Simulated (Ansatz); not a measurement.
# Run report: AlB₂H₅, geometry relaxation (part 1 of 2)

AlB₂H₅, SMILES [BH2][AlH][BH2], computed with RKS B3LYP-D4/6-31G (Ansatz 0.2.0).

It belongs to a series of runs on one base structure; here: end point A relaxed. Figures and captions count atoms from 1; the log counts them from 0 in places.

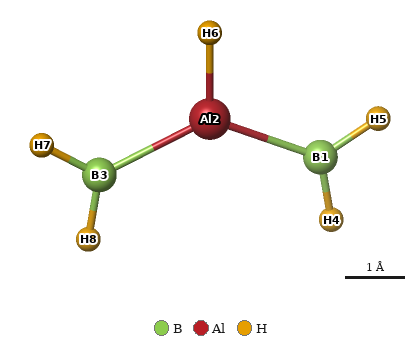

Fig. 1: The starting structure (ball-and-stick view, seen at a tilt; atoms are numbered from 1 in the order of the input). Sticks mark near contacts. Bond lengths as drawn: Al–B 2.10 Å, Al–H 1.58 Å and B–H 1.18 Å.

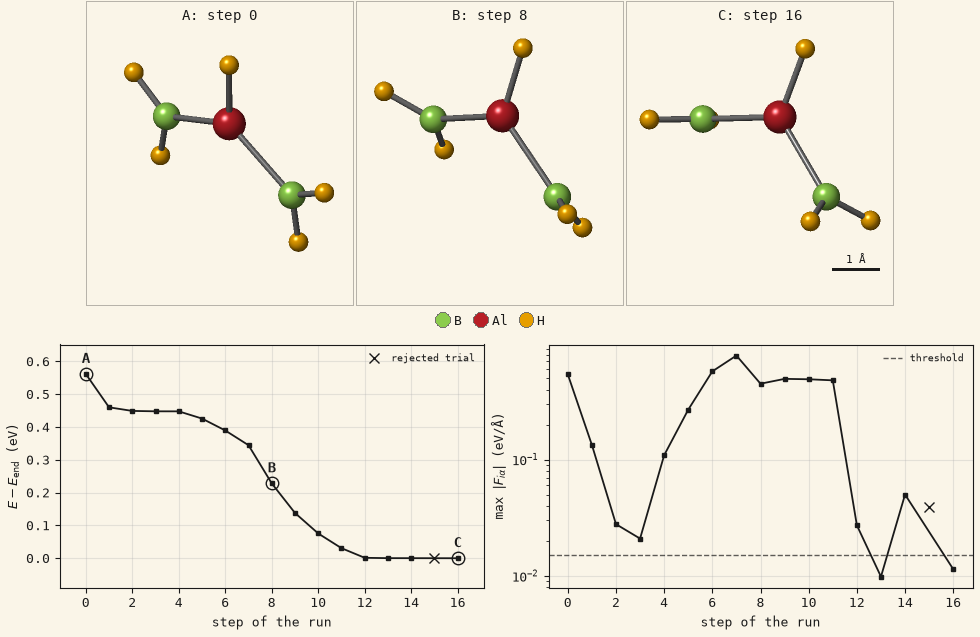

Fig. 2: Frames of the relaxation (ball-and-stick view, seen at a tilt) above the curves, on which the letters mark them (the first geometry is step 0 here and step 1 in the log).

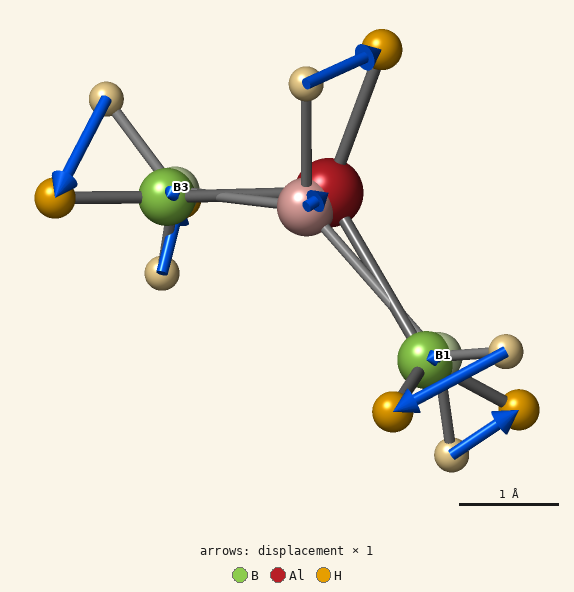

Fig. 3: Start (faint) and end (solid) with the displacements as blue arrows, at true length (ball-and-stick view, seen at a tilt). The two geometries are laid on each other by the best rigid fit. The largest moves after the best rigid fit, 1.31 Å, are those of H5 and H7. By element the largest moves are H 1.31 Å, Al 0.32 Å, B 0.14 Å. Distances before and after: Al2–H6 1.584 → 1.623 Å, Al2–B3 2.102 → 2.122 Å, B1–H4 1.183 → 1.200 Å. Among the angles that change: B1–Al2–B3 131.4° → 125.6°, B1–Al2–H6 114.4° → 117.1°, H4–B1–H5 112.9° → 115.0°. The energy falls by 0.562 eV in 16 geometry steps. Largest force component: 0.54 eV/Å at the start, 0.011 eV/Å at the end. The line search rejected the trial step at point 15 (counted from 0) and went back. (Atoms are counted from 1 in the order of the input.)

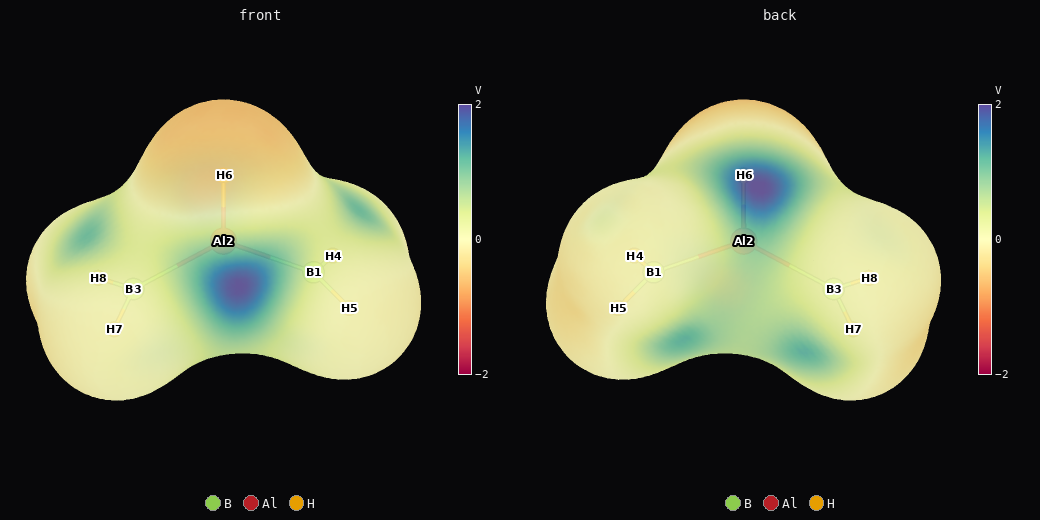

Fig. 4: The molecular electrostatic potential painted on the density surface at 0.001 e/bohr³, seen at a tilt and from behind; the colour scale runs from red (negative) to blue (positive). A positive charge is drawn to the negative regions and a negative charge to the positive ones.

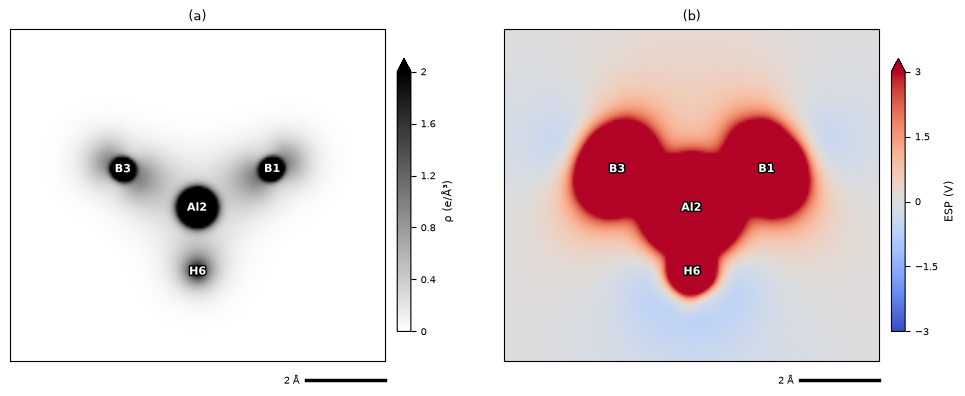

Fig. 5: (a) electron density; (b) electrostatic potential on the plane of atoms B3, Al2 and H6. The section cuts through B, Al and H sites. Al–B (2.12 Å): ρ at the midpoint is about 0.54 e/Å³. Al–H (1.62 Å): ρ at the midpoint is about 0.43 e/Å³.

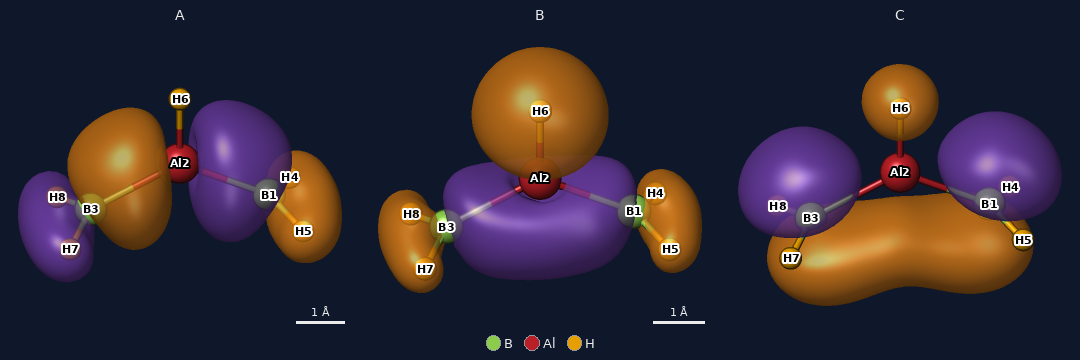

Fig. 6: Three frontier orbitals at ±0.08 Å⁻³ᐟ² (orange and purple are the two phases). B is the HOMO−1 (−7.57 eV). Its weight (Hirshfeld) is mainly on Al2 (35 %), H6 (30 %), B3 (15 %) and B1 (15 %). A is the HOMO (−6.81 eV). By Hirshfeld shares it lies mainly on Al2 (30 %), B1 (25 %) and B3 (25 %). C is the LUMO (−2.41 eV). It lies mainly on B1 (35 %), B3 (35 %) and Al2 (15 %). The HOMO–LUMO gap is 4.40 eV between the orbital energies.

These pictures come from the run below.

## Input
```yaml
crystal:
  periodic: [false, false, false]
  atoms:
    - { symbol: B, position_ang: [-1.22006, 0.86765, -1.22862] }
    - { symbol: Al, position_ang: [0.25405, 0.47943, 0.21858] }
    - { symbol: B, position_ang: [0.97613, -1.32505, 1.01921] }
    - { symbol: H, position_ang: [-1.84345, 0.01895, -1.7678] }
    - { symbol: H, position_ang: [-1.51389, 1.95345, -1.58785] }
    - { symbol: H, position_ang: [0.94475, 1.77559, 0.81159] }
    - { symbol: H, position_ang: [1.82502, -1.37912, 1.83825] }
    - { symbol: H, position_ang: [0.57745, -2.39092, 0.69664] }
basis:
  gaussian: { orbitals: "6-31G" }
hamiltonian:
  xc: b3lyp
  dispersion: d4
relax:
  f_tol: 0.015
  max_steps: 40
output:
  orbitals: {}
```

Launched with:
```bash
ansatz run input.yaml --threads 1 --pin off --max-ram 2048MiB --backend cpu --events-out ev --progress --plain --runs-dir out
```

## Output
```
The last accepted step is kept in [file] (removed where the run ends without a failure and the disk answers)
Engine: ansatz 0.2.0, x86_64-unknown-linux-gnu
Functional definition: B3LYP
  parameter a0 = 0.2
  parameter ax = 0.72
  parameter ac = 0.81
  exchange = (1 - a0 - ax)*slater_x + ax*b88_x + a0*exact_x
  correlation = (1 - ac)*vwn_rpa_c + ac*lyp_c
582 factors; integrals over basis functions are off by at most 2.0e-4 eV
mean field evaluation 1: about -8026.0579 eV, gradient 1.8e1 eV
mean field evaluation 2: about -8026.9010 eV, gradient 1.1e1 eV
mean field evaluation 4: about -8027.3926 eV, gradient 1.8e-1 eV
mean field evaluation 8: about -8027.3890 eV, gradient 2.8e-4 eV
mean field -8027.38896681 eV, -295.0011033707 hartree, gradient 5.2e-5 eV, S^2 0.000000; 0 other end points of the search recorded, 0 dependent functions left out
the calculation of the forces begins
reference -8027.38923251 eV, -295.0011131348 hartree; 14, 14 occupied and 27, 27 virtual orbitals, 582 factors
relax step   1: F+E_penalty+E_count = -8027.55822019 eV  Δ(F+E_penalty+E_count) = +0.000e0 eV  max|allowed force component| = 5.402e-1 eV/Å  Δτ_max = 0.0000 Å  (19 SCF iters, accepted)
these checks for a lower state are left out or cut short: starts, cluster_reference, orbital_swaps, neighbouring_geometries, increment
582 factors; integrals over basis functions are off by at most 2.1e-4 eV
mean field evaluation 16: about -8027.4929 eV, gradient 1.7e-5 eV
mean field -8027.49286399 eV, -295.0049215216 hartree, gradient 1.7e-5 eV, S^2 0.000000; 0 other end points of the search recorded, 0 dependent functions left out
[... from here on the field's lines of each further geometry are left out, up to the last ...]
relax step   2: F+E_penalty+E_count = -8027.65983783 eV  Δ(F+E_penalty+E_count) = -1.016e-1 eV  max|allowed force component| = 1.337e-1 eV/Å  Δτ_max = 0.1318 Å  (21 SCF iters, accepted)
relax step   3: F+E_penalty+E_count = -8027.67083581 eV  Δ(F+E_penalty+E_count) = -1.100e-2 eV  max|allowed force component| = 2.785e-2 eV/Å  Δτ_max = 0.0544 Å  (21 SCF iters, accepted)
relax step   4: F+E_penalty+E_count = -8027.67203027 eV  Δ(F+E_penalty+E_count) = -1.194e-3 eV  max|allowed force component| = 2.094e-2 eV/Å  Δτ_max = 0.0170 Å  (21 SCF iters, accepted)
relax step   5: F+E_penalty+E_count = -8027.67213281 eV  Δ(F+E_penalty+E_count) = -1.025e-4 eV  max|allowed force component| = 1.090e-1 eV/Å  Δτ_max = 0.0488 Å  (21 SCF iters, accepted)
relax step   6: F+E_penalty+E_count = -8027.69412449 eV  Δ(F+E_penalty+E_count) = -2.199e-2 eV  max|allowed force component| = 2.687e-1 eV/Å  Δτ_max = 0.2000 Å  (24 SCF iters, accepted)
relax step   7: F+E_penalty+E_count = -8027.73046068 eV  Δ(F+E_penalty+E_count) = -3.634e-2 eV  max|allowed force component| = 5.732e-1 eV/Å  Δτ_max = 0.1959 Å  (23 SCF iters, accepted)
relax step   8: F+E_penalty+E_count = -8027.77534032 eV  Δ(F+E_penalty+E_count) = -4.488e-2 eV  max|allowed force component| = 7.839e-1 eV/Å  Δτ_max = 0.1985 Å  (23 SCF iters, accepted)
relax step   9: F+E_penalty+E_count = -8027.89181187 eV  Δ(F+E_penalty+E_count) = -1.165e-1 eV  max|allowed force component| = 4.489e-1 eV/Å  Δτ_max = 0.2000 Å  (24 SCF iters, accepted)
relax step  10: F+E_penalty+E_count = -8027.98194561 eV  Δ(F+E_penalty+E_count) = -9.013e-2 eV  max|allowed force component| = 4.942e-1 eV/Å  Δτ_max = 0.2000 Å  (23 SCF iters, accepted)
relax step  11: F+E_penalty+E_count = -8028.04445994 eV  Δ(F+E_penalty+E_count) = -6.251e-2 eV  max|allowed force component| = 4.903e-1 eV/Å  Δτ_max = 0.1952 Å  (24 SCF iters, accepted)
relax step  12: F+E_penalty+E_count = -8028.08923061 eV  Δ(F+E_penalty+E_count) = -4.477e-2 eV  max|allowed force component| = 4.799e-1 eV/Å  Δτ_max = 0.2000 Å  (24 SCF iters, accepted)
relax step  13: F+E_penalty+E_count = -8028.11860003 eV  Δ(F+E_penalty+E_count) = -2.937e-2 eV  max|allowed force component| = 2.724e-2 eV/Å  Δτ_max = 0.1137 Å  (21 SCF iters, accepted)
relax step  14: F+E_penalty+E_count = -8028.11961229 eV  Δ(F+E_penalty+E_count) = -1.012e-3 eV  max|allowed force component| = 9.853e-3 eV/Å  Δτ_max = 0.0368 Å  (22 SCF iters, accepted)
relax step  15: F+E_penalty+E_count = -8028.11969514 eV  Δ(F+E_penalty+E_count) = -8.285e-5 eV  max|allowed force component| = 5.005e-2 eV/Å  Δτ_max = 0.0247 Å  (21 SCF iters, accepted)
relax step  16: F+E_penalty+E_count = -8028.11959410 eV  Δ(F+E_penalty+E_count) = +1.010e-4 eV  max|allowed force component| = 3.907e-2 eV/Å  Δτ_max = 0.0325 Å  (23 SCF iters, rejected (line search))
the calculation of the forces begins
reference -8027.95205086 eV, -295.0217963279 hartree; 14, 14 occupied and 27, 27 virtual orbitals, 582 factors
relax step  17: F+E_penalty+E_count = -8028.11989461 eV  Δ(F+E_penalty+E_count) = -1.995e-4 eV  max|allowed force component| = 1.143e-2 eV/Å  Δτ_max = 0.0163 Å  (21 SCF iters, accepted)
582 factors; integrals over basis functions are off by at most 2.3e-4 eV
mean field -8027.95178222 eV, -295.0217864554 hartree, gradient 6.7e-6 eV, S^2 0.000000; 1 other end points of the search recorded, 0 dependent functions left out
the calculation of the forces begins
reference -8027.95205086 eV, -295.0217963279 hartree; 14, 14 occupied and 27, 27 virtual orbitals, 582 factors
Total energy: -8028.12016325 eV, -295.0279743442 hartree
Atom 0 at    -1.098805     0.861108    -1.304254 Å, force    -0.001356     0.003763     0.003615 eV/Å
Atom 1 at     0.036828     0.497400     0.451682 Å, force     0.010703     0.004264    -0.011429 eV/Å
Atom 2 at     1.063580    -1.303636     0.906300 Å, force    -0.001850    -0.002518     0.010095 eV/Å
Atom 3 at    -2.272145     0.619359    -1.374970 Å, force    -0.001328    -0.002798    -0.001481 eV/Å
Atom 4 at    -0.615447     1.324448    -2.300286 Å, force     0.001308    -0.003228    -0.000142 eV/Å
Atom 5 at     0.135080     1.703651     1.532678 Å, force    -0.004321    -0.001065     0.006586 eV/Å
Atom 6 at     2.206565    -1.491890     0.592136 Å, force    -0.004085     0.001055    -0.006408 eV/Å
Atom 7 at     0.544344    -2.210460     1.496714 Å, force     0.000928     0.000527    -0.000836 eV/Å
Dipole moment:    -0.008158    -0.083150    -0.072489 e Å
```
